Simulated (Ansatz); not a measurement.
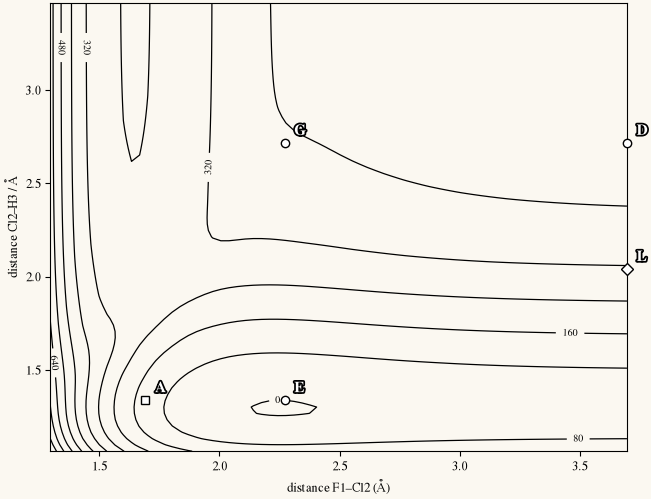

The system F + ClH, spin multiplicity 2. First axis: distance F1–Cl2. Second axis: distance Cl2–H3. Nothing is relaxed (the angle F1–Cl2–H3 is fixed at 100 degrees). The grid has 17 × 17 points. Energies are in kJ/mol, from the lowest grid point. In part of the range the unrestricted reference is strongly spin-contaminated. Theory: UKS PBE0-D4/def2-SVPD (Ansatz 0.2.0).

In the figure: contour lines labelled in kJ/mol, lettered points. Between grid points the surface is interpolated.

Question: Is D the lowest point of the computed grid?

Answer: No. D lies 437 kJ/mol above the lowest grid point, which is at distance F1–Cl2 = 2.271 Å, distance Cl2–H3 = 1.336 Å.

Question: What kind of point is each of A, E, G: minimum, saddle, maximum or slope?

Answer: A: on a slope; E: minimum; G: on a slope. (In these two coordinates alone; a stationary point may lie a little off the grid point.)

Question: Rank the lettered points by energy, lowest first.

Answer: E (0 kJ/mol), A (127 kJ/mol), L (313 kJ/mol), G (392 kJ/mol), D (437 kJ/mol).
